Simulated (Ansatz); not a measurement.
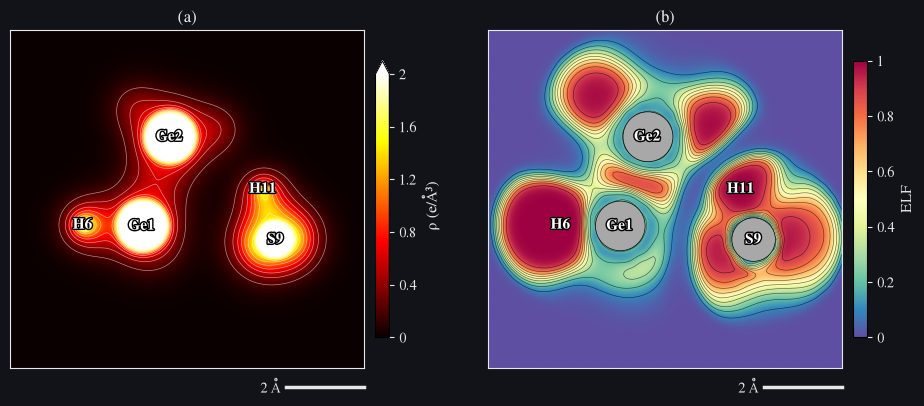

Figure. Ge2H6···H2S. (a) electron density; (b) ELF on the plane of atoms Ge2, Ge1 and H6. Grey discs cover the atomic cores in the ELF map.

Not at a stationary point (largest force 1.0 eV/Å).

The calculation used Ansatz, RKS BHLYP/def2-SVP.

```json
{"atom": "Ge", "x (Å)": "0.2328", "y (Å)": "0.0175", "z (Å)": "0.1336"}
{"atom": "Ge", "x (Å)": "0.1797", "y (Å)": "-0.0250", "z (Å)": "2.5416"}
{"atom": "H", "x (Å)": "-1.0927", "y (Å)": "-0.6604", "z (Å)": "3.1200"}
{"atom": "H", "x (Å)": "1.3595", "y (Å)": "-0.8490", "z (Å)": "3.0767"}
{"atom": "H", "x (Å)": "0.2914", "y (Å)": "1.3908", "z (Å)": "3.1210"}
{"atom": "H", "x (Å)": "1.7188", "y (Å)": "-0.0659", "z (Å)": "-0.2650"}
{"atom": "H", "x (Å)": "-0.3263", "y (Å)": "1.3178", "z (Å)": "-0.4360"}
{"atom": "H", "x (Å)": "-0.4569", "y (Å)": "-1.2029", "z (Å)": "-0.4720"}
{"atom": "S", "x (Å)": "-3.1628", "y (Å)": "0.2696", "z (Å)": "0.7468"}
{"atom": "H", "x (Å)": "-3.3707", "y (Å)": "-1.0173", "z (Å)": "0.4351"}
{"atom": "H", "x (Å)": "-2.5047", "y (Å)": "-0.0481", "z (Å)": "1.9080"}
```

Q: Interpret the plot.

A: The plane passes through Ge, H and S nuclei.
Ge2···H11 (2.76 Å): the density falls to about 0.09 e/Å³ on the way; the ELF dips to about 0.05 between them.
Ge–Ge (2.41 Å): ρ at the midpoint is about 0.6 e/Å³; the ELF peaks at about 0.85 between the atoms; a shared electron pair.
Ge–H (1.54 Å): ρ is about 1 e/Å³ halfway; the ELF climbs to about 1 towards the hydrogen.
The ELF also peaks beside S9, away from the bonds: lone-pair regions.
